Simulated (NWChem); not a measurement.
# GaH3SeO (SMILES [OH][GaH][SeH]) at 5 levels

Aim: a comparison of 5 runs (HF/STO-3G, HF/3-21G, B3LYP/6-31G*, CCSD(T)/pcseg-1) of GaH3SeO. 

The calculation is run with NWChem 7.3.0.

## Step 1: The structure to begin with

The species is GaH3SeO (6 atoms), meant as a singlet with charge 0. As SMILES, `[OH][GaH][SeH]`. The shape is that of a PBE0-D4/def2-TZVP optimisation. This is one conformer, not always the lowest.

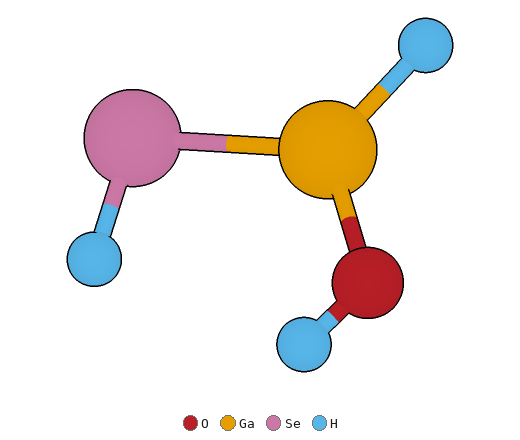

The structure, seen from a chosen angle (oxygen red, gallium amber, selenium pink, hydrogen blue).

## Step 2: Energy and forces at HF/STO-3G (run 1)

run.py reads:

```python
from ase import Atoms
from ase.calculators.nwchem import NWChem

system = Atoms(['O', 'Ga', 'Se', 'H', 'H', 'H'], positions=[
    [-0.993200, -1.235100, 0.178200],
    [0.020500, -0.150500, -0.807400],
    [1.211500, 1.558000, 0.233400],
    [-0.988600, -1.047100, 1.118600],
    [0.072700, -0.386000, -2.338400],
    [0.719200, 1.196600, 1.569400],
])

calc = NWChem(
    label='test',
    theory='scf',
    memory='2200 mb',
    basis='STO-3G',
    basispar='spherical bse',
    scf={'nopen': '0', 'rhf': None, 'thresh': '1e-08', 'maxiter': '80'},
)
system.calc = calc

forces = system.get_forces()
print(f"energy = {system.get_potential_energy():.6f} eV")
print("forces (eV/A):")
for s, f in zip(system.symbols, forces):
    print(f"{s:2s} {f[0]:10.5f} {f[1]:10.5f} {f[2]:10.5f}")
print("dipole (e A):", system.get_dipole_moment().round(4))
```

Launch:

```sh
$ export ASE_NWCHEM_COMMAND="nwchem PREFIX.nwi > PREFIX.nwo"
$ python run.py
```

The program printed:

```text
energy = -118371.420163 eV
forces (eV/A):
O     2.37935    2.18919   -4.13871
Ga   -1.46681   -1.79936    0.25197
Se   -1.32453   -1.65363    0.11071
H     0.15905    0.50075    1.54035
H    -0.14342    0.39878    2.93970
H     0.39631    0.36422   -0.70402
dipole (e A): [-0.1108 -0.0943  0.2386]
```

The calculator wrote test.nwi:

```
title "test"

permanent_dir test

scratch_dir test

start test

geometry units angstrom nocenter noautosym noautoz
  O  -9.9319999999999997e-01 -1.2351000000000001e+00 1.7820000000000000e-01
  Ga 2.0500000000000001e-02 -1.5049999999999999e-01 -8.0740000000000001e-01
  Se 1.2115000000000000e+00 1.5580000000000001e+00 2.3340000000000000e-01
  H  -9.8860000000000003e-01 -1.0470999999999999e+00 1.1186000000000000e+00
  H  7.2700000000000001e-02 -3.8600000000000001e-01 -2.3384000000000000e+00
  H  7.1919999999999995e-01 1.1966000000000001e+00 1.5693999999999999e+00
end

memory 2200 mb

basis spherical bse noprint
   * library STO-3G
end

scf
  nopen 0
  rhf
  thresh 1e-08
  maxiter 80
end

task scf gradient
```

test.nwo:

```text
Northwest Computational Chemistry Package (NWChem) 7.3.0
             --------------------------------------------------------

           Job information
           ---------------

    nwchem branch   = 7.3.0
    use scalapack   = T
    input           = test.nwi
    prefix          = test.
    data base       = test/test.db
    status          = startup
    nproc           =        1

           Memory information
           ------------------

    heap     =     72089596 doubles =      550.0 Mbytes
    stack    =     72089601 doubles =      550.0 Mbytes
    global   =    144179200 doubles =     1100.0 Mbytes (distinct from heap & stack)
    total    =    288358397 doubles =     2200.0 Mbytes
    verify   = yes
    hardfail = no

[... 131 lines left out ...]
 Convergence threshold     :          1.000E-08
[... 13 lines left out ...]
       Final RHF  results
[... 3 lines left out ...]
      One-electron energy =  -6913.439891442275
[... 1 line left out ...]
 Nuclear repulsion energy =    407.282048752125
[... 52 lines left out ...]
                       ROHF Final Molecular Orbital Analysis
[... 211 lines left out ...]
                 ----------------------------------------
                 |  Time  |  1-e(secs)   |  2-e(secs)   |
                 ----------------------------------------
                 |  CPU   |       0.00   |       1.34   |
                 ----------------------------------------
                 |  WALL  |       0.00   |       1.34   |
                 ----------------------------------------

 Task  times  cpu:        5.4s     wall:        5.4s
 Total times  cpu:        5.5s     wall:        5.5s
```

Run time: 6.6 s. Hardware: 1 thread of AMD EPYC 9R45 (Zen 5), shared host; peak memory 0.1 GiB.

## Step 3: Energy and forces at HF/3-21G (run 2)

gah3ose.xyz reads:

```xyz
6

O     -0.993200    -1.235100     0.178200
Ga     0.020500    -0.150500    -0.807400
Se     1.211500     1.558000     0.233400
H     -0.988600    -1.047100     1.118600
H      0.072700    -0.386000    -2.338400
H      0.719200     1.196600     1.569400
```

run.py reads:

```python
from ase.io import read
from ase.calculators.nwchem import NWChem

molecule = read('gah3ose.xyz')

calc = NWChem(
    label='gah3ose',
    theory='scf',
    memory='2200 mb',
    basis='3-21G',
    basispar='spherical bse',
    scf={'nopen': '0', 'rhf': None, 'thresh': '1e-08', 'maxiter': '80', 'print': 'low'},
)
molecule.calc = calc

forces = molecule.get_forces()
print("Total energy (eV):", round(molecule.get_potential_energy(), 6))
print("forces (eV/A):")
for s, f in zip(molecule.symbols, forces):
    print(f"{s:2s} {f[0]:10.5f} {f[1]:10.5f} {f[2]:10.5f}")
```

Launch:

```sh
$ export ASE_NWCHEM_COMMAND="nwchem PREFIX.nwi > PREFIX.nwo"
$ python run.py
```

The program printed:

```text
Total energy (eV): -119146.711696
forces (eV/A):
O     1.19906    1.33584   -0.88281
Ga   -1.34777   -1.71184   -0.07199
Se    0.40721    0.58729    0.37929
H    -0.38500   -0.39050    0.47997
H     0.04263    0.03281   -0.10722
H     0.08392    0.14640    0.20271
```

The calculator wrote gah3ose.nwi:

```
title "gah3ose"

permanent_dir gah3ose

scratch_dir gah3ose

start gah3ose

geometry units angstrom nocenter noautosym noautoz
  O  -9.9319999999999997e-01 -1.2351000000000001e+00 1.7820000000000000e-01
  Ga 2.0500000000000001e-02 -1.5049999999999999e-01 -8.0740000000000001e-01
  Se 1.2115000000000000e+00 1.5580000000000001e+00 2.3340000000000000e-01
  H  -9.8860000000000003e-01 -1.0470999999999999e+00 1.1186000000000000e+00
  H  7.2700000000000001e-02 -3.8600000000000001e-01 -2.3384000000000000e+00
  H  7.1919999999999995e-01 1.1966000000000001e+00 1.5693999999999999e+00
end

memory 2200 mb

basis spherical bse noprint
   * library 3-21G
end

scf
  nopen 0
  rhf
  thresh 1e-08
  maxiter 80
  print low
end

task scf gradient
```

gah3ose.nwo:

```text
Northwest Computational Chemistry Package (NWChem) 7.3.0
             --------------------------------------------------------

           Job information
           ---------------

    nwchem branch   = 7.3.0
    use scalapack   = T
    input           = gah3ose.nwi
    prefix          = gah3ose.
    data base       = gah3ose/gah3ose.db
    status          = startup
    nproc           =        1

           Memory information
           ------------------

    heap     =     72089596 doubles =      550.0 Mbytes
    stack    =     72089601 doubles =      550.0 Mbytes
    global   =    144179200 doubles =     1100.0 Mbytes (distinct from heap & stack)
    total    =    288358397 doubles =     2200.0 Mbytes
    verify   = yes
    hardfail = no

[... 39 lines left out ...]
            Nuclear Dipole moment (a.u.)
[... 65 lines left out ...]
       Final RHF  results
[... 2 lines left out ...]
         Total SCF energy =  -4378.560929962779
      One-electron energy =  -6923.907543953812
      Two-electron energy =   2138.064565238908
 Nuclear repulsion energy =    407.282048752125
[... 1 line left out ...]
        Time for solution =      2.9s

                              NWChem Gradients Module
                              -----------------------

                         RHF ENERGY GRADIENTS

    atom               coordinates                        gradient
                 x          y          z           x          y          z
   1 O      -1.876876  -2.334001   0.336749   -0.023318  -0.025978   0.017168
   2 Ga      0.038739  -0.284404  -1.525765    0.026210   0.033290   0.001400
   3 Se      2.289403   2.944193   0.441062   -0.007919  -0.011421  -0.007376
   4 H      -1.868183  -1.978732   2.113847    0.007487   0.007594  -0.009334
   5 H       0.137383  -0.729434  -4.418935   -0.000829  -0.000638   0.002085
   6 H       1.359091   2.261246   2.965736   -0.001632  -0.002847  -0.003942

 Task  times  cpu:        4.5s     wall:        4.5s
 Total times  cpu:        4.5s     wall:        4.5s
```

Wall time 5.4 s (1 thread of AMD EPYC 9R45 (Zen 5), shared host); peak memory 0.1 GiB.

Runs 3 to 4 aren't shown in full; the table further down has their settings and results.

## Step 4: A single-point energy at CCSD(T)/pcseg-1 (run 5)

gah3ose.xyz is that of step 3.

gah3ose.nw reads:

```
start gah3ose
memory 2200 mb

geometry noautosym nocenter noautoz
  load gah3ose.xyz
end

basis spherical bse
  * library pcseg-1
end

scf
  thresh 1e-08
  maxiter 80
  print low
end

ccsd
  freeze core 19
  maxiter 60
end

task ccsd(t) energy
```

Launch:

```sh
$ nwchem gah3ose.nw > gah3ose.out
```

The program printed:

```text
[...]
  functions       =    83
[...]
  wavefunction    = RHF
[...]
         Total SCF energy =  -4399.175720521314
      One-electron energy =  -6946.392765499699
      Two-electron energy =   2139.934996226259
 Nuclear repulsion energy =    407.282048752125
        Time for solution =     24.1s
[...]
 Total MP2 energy:          -4399.570976229010739
[...]
             energy      energy      error      ampl     ampl      Block
                                                time     time      time
[...]
 Total CCSD energy:          -4399.595907921085200
[...]
 Total CCSD+T(CCSD) energy:          -4399.607132376707341
[...]
 Total CCSD(T) energy:               -4399.606296599221423
[...]
```

It took 2 min on 1 thread of AMD EPYC 9R45 (Zen 5), shared host; peak memory 0.27 GiB.

## Step 5: All runs side by side

| run | level | Cartesian functions | iteration cap | energy (Eh) | largest force (eV/Å) | wall time |
| --- | --- | --- | --- | --- | --- | --- |
| 1 | HF/STO-3G | no | 80 | -4350.069491 | 5.252 | 6.6 s |
| 2 | HF/3-21G | no | 80 | -4378.560930 | 2.180 | 5.4 s |
| 3 | B3LYP/6-31G* (Cartesian functions) | yes | 100 | -4403.004969 | 0.566 | 29 s |
| 4 | B3LYP/6-31G* (spherical functions) | no | 100 | -4402.990628 | 0.606 | 32 s |
| 5 | CCSD(T)/pcseg-1 | no | 80 | -4399.606297 | – | 2 min |

## Step 6: Outcome

| quantity | value |
| --- | --- |
| run 5: total energy | -4399.60630 Eh |
| run 5: correlation energy (19 core orbitals frozen) | -430.6 mEh |
| run 5: (T) correction | -10.39 mEh |

What this shows: In run 1 the basis is minimal, so the values are rough. All runs together took 3.2 min, the longest 2 min.
